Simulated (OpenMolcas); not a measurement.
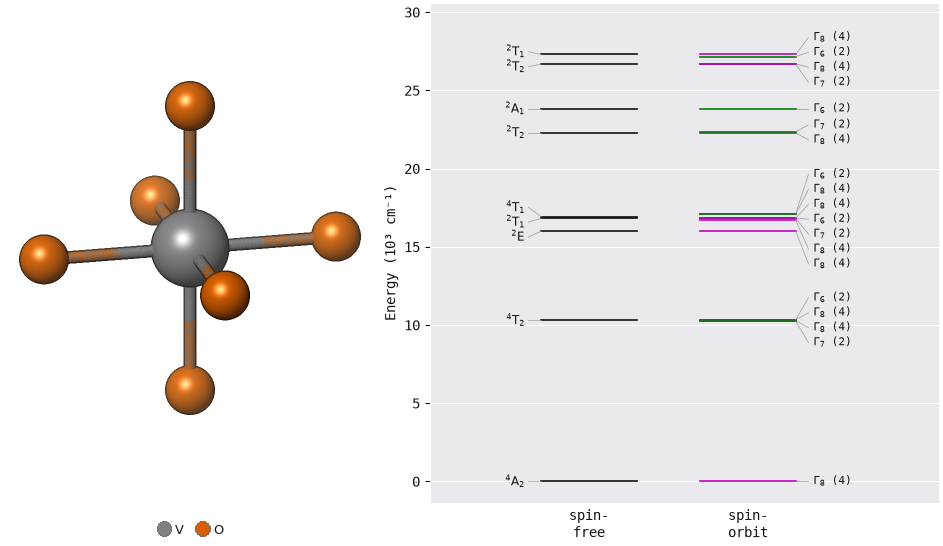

V²⁺ (3d³) as a dopant in CaO, a cluster with its 6 nearest O²⁻ at 2.351 Å (octahedron) embedded in model potentials and point charges; the geometry was set, not optimised, and its levels. Labels give the representation in O, Td, D4 or D3 as the site allows (double group for half-integer spin) where it could be assigned and, in brackets, the degeneracy; spin-free states, where drawn, share the zero of the spin-orbit levels. Computed with OpenMolcas: state-averaged CASSCF, active space 3 electrons in the shell 3d, basis ANO-RCC-VDZP on all atoms, DKH2 scalar Hamiltonian, spin-orbit coupling by RASSI with atomic mean-field integrals.

What does the figure show?

Answer. The ground level is Γ₈, 4-fold degenerate, 100 % from states of spin multiplicity 4. The next level lies at 10,200 cm⁻¹ (Γ₇). The lowest spin-free state is ⁴A₂, from the free-ion F term; of the same spin there follow at 10,300 cm⁻¹ (⁴T₂) and 16,900 cm⁻¹ (⁴T₁) above it. A ligand-field fit to the spin-free states gives |10Dq| = 10,800 cm⁻¹, B = 888 and C = 3,380 cm⁻¹ (rms misfit 200 cm⁻¹). The active orbitals hold 93 to 97 % metal character (Löwdin), and the Mulliken charge of the metal is +1.53.

Caveat: the geometry is set by hand, with no relaxation and no charge compensation.
